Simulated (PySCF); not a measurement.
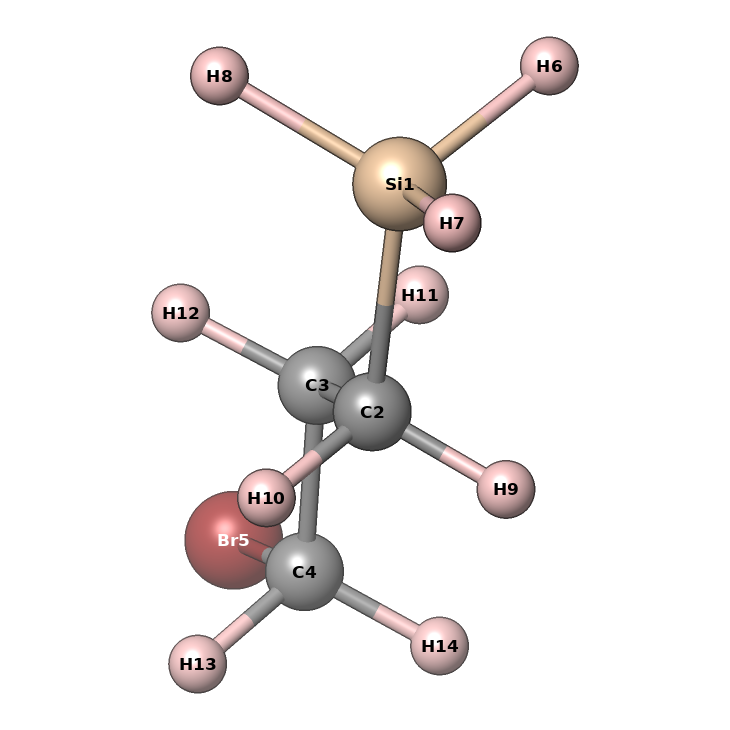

C3 lies behind C2. The molecule seen a little off the C2–C3 bond, C2 in front. Depth is shown by fading: the farther an atom, the more it takes the colour of the background. The geometry was computed by an optimisation with PBE0-D3(BJ)/def2-SVP. No frequency run is at hand to confirm it as a minimum.

### What is the torsion angle Si1–C2–C3–C4? The sign is positive where the front bond must turn clockwise to cover the back bond.

178°, antiperiplanar (anti). The bonds about C2–C3 are staggered.
